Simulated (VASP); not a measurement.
Band structure of Pt (space group Fm-3m). Method: PBE GGA, VASP's PBE PAW potentials (set 64) (plane waves; VASP).

Unless said otherwise, spin-orbit coupling is left out, though it shifts the bands of the heavy elements here.

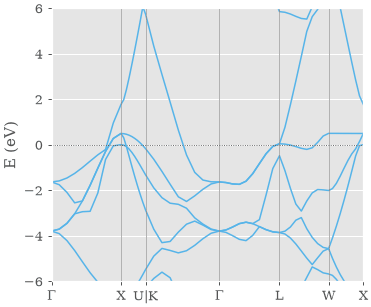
Figure. Bands along high-symmetry lines, zero at the valence-band maximum or, without a gap, the Fermi level

**Question.** Read the plot: is there a gap, and where are the band edges?

**Answer.** It has no gap at this level: it comes out as a metal or semimetal.

The structure is a typed Pt crystal (Fm-3m). The cell was not relaxed at this level.
